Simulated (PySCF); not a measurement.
**Run report: Br2 (charge +1), geometry relaxation**

System: Br2, charge +1, multiplicity 2.
Method: HF/3-21G, UHF (PySCF 2.14.0).

The atoms were displaced at random from an optimised geometry. The geometry is that of the parent species in another charge or spin state.

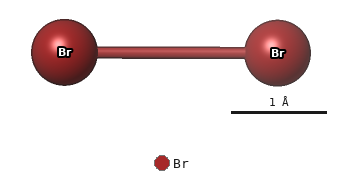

*The structure as given in the input (ball-and-stick view, seen on its broad side).*

Bond lengths as drawn: Br–Br 2.26 Å.

Key numbers:

- outcome: converged
- total energy: −5119.687808 hartree
- basis functions: 44
- ⟨S²⟩: 0.754
- zero-point energy: 0.000792 hartree
- wavenumbers, lowest and highest: 348 cm⁻¹
- hardware: 1 thread of Arm Neoverse N1, 24 GiB of memory available, shared host
- wall time: 18 s
- peak memory: 0.14 GiB

The record of the run, not the program, notes: dipole of an ion depends on the origin.

Input file (calc.py):
```python
from pyscf import gto, symm
from pyscf.hessian import thermo
from pyscf.geomopt.geometric_solver import kernel as optimise

system = gto.Mole()
system.atom = '''
Br     1.804435    -0.611160     1.067629
Br    -1.780396     0.618517    -0.891945
'''
system.verbose = 3
system.basis = '3-21g'
system.max_memory = 1860
system.spin = 1
system.unit = 'bohr'
system.charge = 1
system.build()

mf = system.UHF()
mf.conv_tol = 1e-10
mf = mf.newton()
converged, mol_eq = optimise(mf, maxsteps=80)
print('converged:', converged)
print(mol_eq.tostring())

mf.reset(mol_eq)
system = mol_eq
mf.kernel()
etot = mf.e_tot
print(f'total energy: {etot:.8f} hartree')
hess = mf.Hessian().kernel()
modes = thermo.harmonic_analysis(system, hess)
thermo.dump_normal_mode(system, modes)
symm.geom.TOLERANCE = 1e-3  # for the symmetry number
th = thermo.thermo(mf, modes['freq_au'], 298.15, 101325)
thermo.dump_thermo(system, th)
```

Launch command:
```bash
OMP_NUM_THREADS=1 python calc.py
```

The program's output:
```
#|     Arguments passed to driver run_optimizer():      |#
customengine              <pyscf.geomopt.geometric_solver.PySCFEngine object>
maxiter                   80
----------------------------------------------------------
Custom engine selected.
Bonds will be generated from interatomic distances less than 1.20 times sum of covalent radii
6 internal coordinates being used (instead of 6 Cartesians)
Internal coordinate system (atoms numbered from 1):
Distance 1-2
Translation-X 1-2
Translation-Y 1-2
Translation-Z 1-2
Rotation-A 1-2
Rotation-B 1-2
Rotation-C 1-2
<class 'geometric.internal.Distance'> : 1
<class 'geometric.internal.TranslationX'> : 1
<class 'geometric.internal.TranslationY'> : 1
<class 'geometric.internal.TranslationZ'> : 1
<class 'geometric.internal.RotationA'> : 1
<class 'geometric.internal.RotationB'> : 1
<class 'geometric.internal.RotationC'> : 1
> ===== Optimization Info: ====
> Job type: Energy minimization
> Maximum number of optimization cycles: 80
> Initial / maximum trust radius (Angstrom): 0.100 / 0.300
> Convergence Criteria:
> Will converge when all 5 criteria are reached:
>  |Delta-E| < 1.00e-06
>  RMS-Grad  < 3.00e-04
>  Max-Grad  < 4.50e-04
>  RMS-Disp  < 1.20e-03
>  Max-Disp  < 1.80e-03
> === End Optimization Info ===

Geometry optimization cycle 1
Cartesian coordinates (Angstrom)
 Atom        New coordinates             dX        dY        dZ
  Br   0.954866  -0.323412   0.564965    0.000000  0.000000  0.000000
  Br  -0.942145   0.327305  -0.471997    0.000000  0.000000  0.000000

WARN: HOMO -0.367103603636635 >= LUMO -0.367103603636635

converged SCF energy = -5119.68399716616  <S^2> = 0.75408072  2S+1 = 2.0040766
--------------- SecondOrderUHF_Scanner gradients ---------------
         x                y                z
0 Br    -0.0352784926     0.0121013099    -0.0192842611
1 Br     0.0352784926    -0.0121013099     0.0192842611
----------------------------------------------
cycle 1: E = -5119.68399717  dE = -5119.68  norm(grad) = 0.0593784
Step    0 : Gradient = 4.199e-02/4.199e-02 (rms/max) Energy = -5119.6839971662
Hessian Eigenvalues: 5.00000e-02 5.00000e-02 5.00000e-02 ... 5.00000e-02 5.00000e-02 1.63180e-01

Geometry optimization cycle 2
Cartesian coordinates (Angstrom)
 Atom        New coordinates             dX        dY        dZ
  Br   1.012068  -0.343034   0.596233    0.057202 -0.019622  0.031268
  Br  -0.999347   0.346927  -0.503265   -0.057202  0.019622 -0.031268
converged SCF energy = -5119.68743793286  <S^2> = 0.75424848  2S+1 = 2.004244
--------------- SecondOrderUHF_Scanner gradients ---------------
         x                y                z
0 Br     0.0093891369    -0.0032206834     0.0051323782
1 Br    -0.0093891369     0.0032206834    -0.0051323782
----------------------------------------------
cycle 2: E = -5119.68743793  dE = -0.00344077  norm(grad) = 0.0158032
Step    1 : Displace = 6.808e-02/6.808e-02 (rms/max) Trust = 1.000e-01 (=) Grad = 1.117e-02/1.117e-02 (rms/max) E (change) = -5119.6874379329 (-3.441e-03) Quality = 0.637
Hessian Eigenvalues: 5.00000e-02 5.00000e-02 5.00000e-02 ... 5.00000e-02 5.00000e-02 2.06610e-01

Geometry optimization cycle 3
Cartesian coordinates (Angstrom)
 Atom        New coordinates             dX        dY        dZ
  Br   1.000044  -0.338909   0.589661   -0.012024  0.004124 -0.006573
  Br  -0.987323   0.342802  -0.496693    0.012024 -0.004124  0.006573
converged SCF energy = -5119.6877973525  <S^2> = 0.75422038  2S+1 = 2.0042159
--------------- SecondOrderUHF_Scanner gradients ---------------
         x                y                z
0 Br     0.0016466644    -0.0005648426     0.0009001152
1 Br    -0.0016466644     0.0005648426    -0.0009001152
----------------------------------------------
cycle 3: E = -5119.68779735  dE = -0.00035942  norm(grad) = 0.00277155
Step    2 : Displace = 1.431e-02/1.431e-02 (rms/max) Trust = 1.000e-01 (=) Grad = 1.960e-03/1.960e-03 (rms/max) E (change) = -5119.6877973525 (-3.594e-04) Quality = 1.189
Hessian Eigenvalues: 5.00000e-02 5.00000e-02 5.00000e-02 ... 5.00000e-02 5.00000e-02 1.70375e-01

Geometry optimization cycle 4
Cartesian coordinates (Angstrom)
 Atom        New coordinates             dX        dY        dZ
  Br   0.997487  -0.338032   0.588263   -0.002557  0.000877 -0.001398
  Br  -0.984766   0.341925  -0.495295    0.002557 -0.000877  0.001398
converged SCF energy = -5119.68780795673  <S^2> = 0.75421392  2S+1 = 2.0042095
--------------- SecondOrderUHF_Scanner gradients ---------------
         x                y                z
0 Br    -0.0001036435     0.0000355520    -0.0000566546
1 Br     0.0001036435    -0.0000355520     0.0000566546
----------------------------------------------
cycle 4: E = -5119.68780796  dE = -1.06042e-05  norm(grad) = 0.000174446
Step    3 : Displace = 3.044e-03/3.044e-03 (rms/max) Trust = 1.414e-01 (+) Grad = 1.234e-04/1.234e-04 (rms/max) E (change) = -5119.6878079567 (-1.060e-05) Quality = 0.941
Hessian Eigenvalues: 5.00000e-02 5.00000e-02 5.00000e-02 ... 5.00000e-02 5.00000e-02 1.81098e-01

Geometry optimization cycle 5
Cartesian coordinates (Angstrom)
 Atom        New coordinates             dX        dY        dZ
  Br   0.997638  -0.338084   0.588346    0.000151 -0.000052  0.000083
  Br  -0.984918   0.341977  -0.495378   -0.000151  0.000052 -0.000083
converged SCF energy = -5119.68780799831  <S^2> = 0.75421437  2S+1 = 2.0042099
--------------- SecondOrderUHF_Scanner gradients ---------------
         x                y                z
0 Br     0.0000010463    -0.0000003589     0.0000005719
1 Br    -0.0000010463     0.0000003589    -0.0000005719
----------------------------------------------
cycle 5: E = -5119.687808  dE = -4.15739e-08  norm(grad) = 1.76105e-06
```

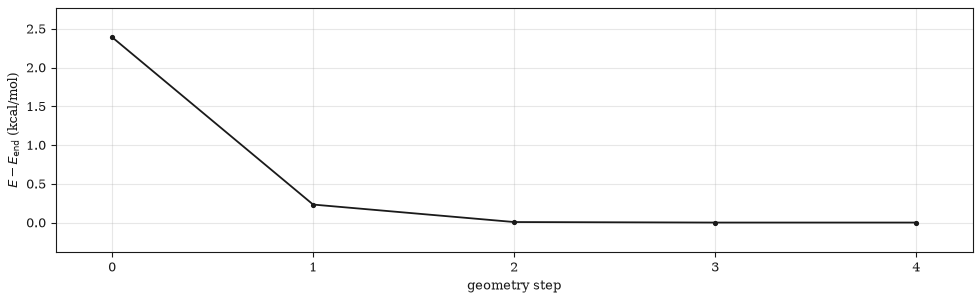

*Progress of the relaxation, step by step (steps are counted from 0).*

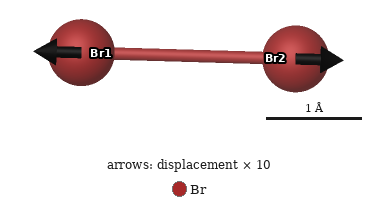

*The starting structure with the displacements as black arrows, magnified 10 times (ball-and-stick view, seen at a tilt). The two geometries are laid on each other by the best rigid fit.*

The largest moves after the best rigid fit, 0.051 Å, are those of Br1 and Br2. Among the contacts that change: Br1–Br2 2.258 → 2.360 Å. Over 4 geometry steps the energy falls by 2.39 kcal/mol. The largest force component goes from 1.8 to under 0.0001 eV/Å. (Atoms are counted from 1 in the order of the input.)

```
Step    4 : Displace = 1.802e-04/1.802e-04 (rms/max) Trust = 2.000e-01 (+) Grad = 1.245e-06/1.245e-06 (rms/max) E (change) = -5119.6878079983 (-4.157e-08) Quality = 0.990
Hessian Eigenvalues: 5.00000e-02 5.00000e-02 5.00000e-02 ... 5.00000e-02 5.00000e-02 1.81098e-01
Converged! =D

converged: True
Br          0.99763842       -0.33808388        0.58834567
Br         -0.98491753        0.34197704       -0.49537770

WARN: HOMO -0.376406905840881 >= LUMO -0.376406905840881

converged SCF energy = -5119.68780799831  <S^2> = 0.75421462  2S+1 = 2.0042102
total energy: -5119.68780800 hartree
Mode                                 0
Irrep
Freq [cm^-1]                      347.7135
Reduced mass [au]                  79.9040
Force const [Dyne/A]                5.6920
Char temp [K]                     500.2823
Normal mode                   x     y     z
       0  Br                 0.07 -0.02  0.04
       1  Br                -0.07  0.02 -0.04
temperature 298.1500 [K]
pressure 101325.00 [Pa]
Rotational constants [GHz] inf 2.27207 2.27207
Symmetry number 2
Zero-point energy (ZPE) 0.00079 [Eh]   2079.788 [J/mol]
                           tot       elec      trans        rot        vib
Entropy [J/mol/K]       251.061      5.763    172.027     68.349      4.923
Cv [J/mol/K]             27.397      0.000     12.472      8.314      6.610
Cp [J/mol/K]             35.711      0.000     20.786      8.314      6.610
Internal energy [J/mol]                      3718.434   2478.956   3035.004
Internal energy [Eh]   -5119.68429  -5119.68781
Enthalpy [J/mol]                             6197.391   2478.956   3035.004
Enthalpy [Eh]          -5119.68335
Gibbs free energy [J/mol]                  -45092.412 -17899.233   1567.330
Gibbs free energy [Eh] -5119.71186
```

Trajectory as extended XYZ (Å, eV, eV/Å), 5 frames, from step=0 to step=4:
```
2
Properties=species:S:1:pos:R:3:forces:R:3 step=0 energy=-139313.69870
Br    0.9549   -0.3234    0.5650    1.8141  -0.6223   0.9916
Br   -0.9421    0.3273   -0.4720   -1.8141   0.6223  -0.9916
2
Properties=species:S:1:pos:R:3:forces:R:3 step=1 energy=-139313.79233
Br    1.0121   -0.3430    0.5962   -0.4828   0.1656  -0.2639
Br   -0.9993    0.3469   -0.5033    0.4828  -0.1656   0.2639
2
Properties=species:S:1:pos:R:3:forces:R:3 step=2 energy=-139313.80211
Br    1.0000   -0.3389    0.5897   -0.0847   0.0290  -0.0463
Br   -0.9873    0.3428   -0.4967    0.0847  -0.0290   0.0463
2
Properties=species:S:1:pos:R:3:forces:R:3 step=3 energy=-139313.80240
Br    0.9975   -0.3380    0.5883    0.0053  -0.0018   0.0029
Br   -0.9848    0.3419   -0.4953   -0.0053   0.0018  -0.0029
2
Properties=species:S:1:pos:R:3:forces:R:3 step=4 energy=-139313.80240
Br    0.9976   -0.3381    0.5883   -0.0001   0.0000   0.0000
Br   -0.9849    0.3420   -0.4954    0.0001   0.0000   0.0000
```
